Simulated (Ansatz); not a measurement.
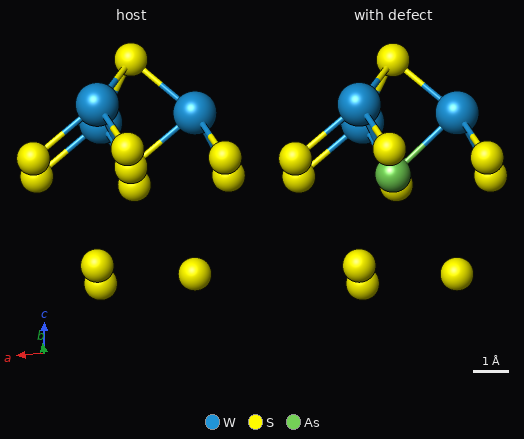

Left: perfect WS2. Right: the same region with one point defect, after relaxing the atoms in a supercell of 54 sites. A ball-and-stick model of the atoms within 3.8 Å of one point, seen from a free direction.

Level of theory: DFT, PBE, plane-wave PAW, default files, scalar-relativistic in Ansatz. Settings: plane-wave cutoff 420 eV; k-point mesh 3 × 3 × 2; occupations fermi dirac; smearing width 0.01 eV; no spin polarisation. A uniform background neutralises the charged cell. The axes drawn are those of the host's conventional cell.

**What kind of defect was made?**

A sulfur atom is replaced by arsenic.

The charge state of the cell is −1.

**How does the lattice respond?**

In the host the S atom has 3 W at 2.41 Å; the As atom ends with 3 W at 2.56 Å. Of the host's atoms, a sulfur atom moves furthest from its site, by 0.02 Å. The As atom itself moves 0.21 Å from where it was put. Relaxing the atoms from the host's sites lowers the energy by 0.43 eV.

Limits of the set-up: the cell is charged, on a uniform background, and energies carry no finite-size correction.
